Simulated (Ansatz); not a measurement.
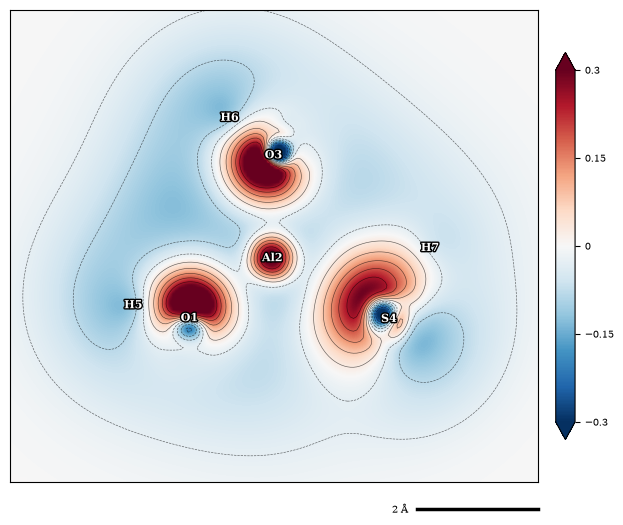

AlH$_{3}$O$_{2}$S (SMILES [OH][Al]([OH])[SH]). The LUMO on the molecular plane (values in Å⁻³ᐟ²; the overall sign is arbitrary).

All numbers below come from Ansatz, RKS B3LYP-D4/def2-SVP.

| atom | x (Å) | y (Å) | z (Å) |
| --- | --- | --- | --- |
| O | -1.4432 | 1.0457 | 0.3804 |
| Al | -0.1812 | 0.0068 | -0.0663 |
| O | 1.4008 | 0.0057 | 0.5515 |
| S | -0.6463 | -1.4760 | -1.5902 |
| H | -1.4735 | 1.7632 | 1.0161 |
| H | 1.7956 | 0.5703 | 1.2198 |
| H | 0.6091 | -1.9835 | -1.5569 |

**What is the character of this orbital?**

By Hirshfeld shares it lies mainly on Al2 (about 50 %), S4 (about 10 %), O3 (about 10 %), O1 (about 10 %), H6 (about 5 %) and H5 (about 5 %); it is symmetric in the molecular plane (an in-plane orbital: σ, lone-pair or in-plane π type). Its energy is −0.55 eV.
